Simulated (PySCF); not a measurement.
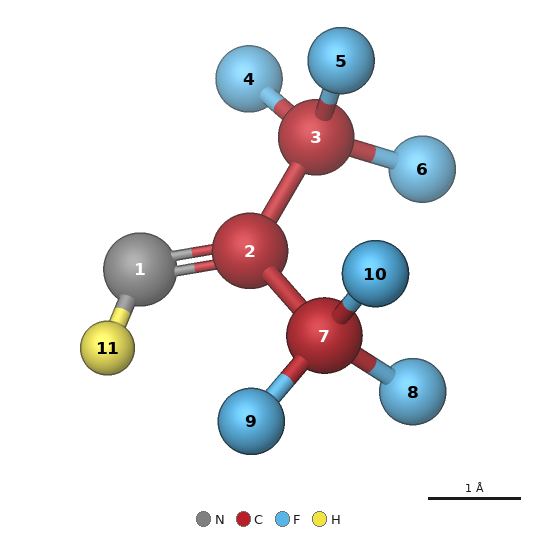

Orthographic view. Atoms fade into the background with distance from the viewer. The geometry was computed by an optimisation with PBE0-D3(BJ)/def2-SVP. No frequency run is at hand to confirm it as a minimum.

Write a Z-matrix (Å, degrees) in the order of the atom numbers, with these reference atoms: 2 to 1; 3 to 2, 1; 4 to 3, 2, 1; 5 to 3, 4, 2; 6 to 3, 4, 5; 7 to 2, 1, 3; 8 to 7, 2, 1; 9 to 7, 8, 2; 10 to 7, 8, 9; 11 to 1, 2, 3.

```
N  
C    1   1.257
C    2   1.526   1   119.3
F    3   1.317   2   111.3   1    -7.2
F    3   1.333   4   108.6   2  -121.4
F    3   1.333   4   108.6   5  -117.1
C    2   1.529   1   124.3   3  -179.8
F    7   1.327   2   110.9   1   111.3
F    7   1.333   8   108.0   2   120.3
F    7   1.327   8   108.4   9   117.2
H    1   1.026   2   110.7   3  -179.1
```
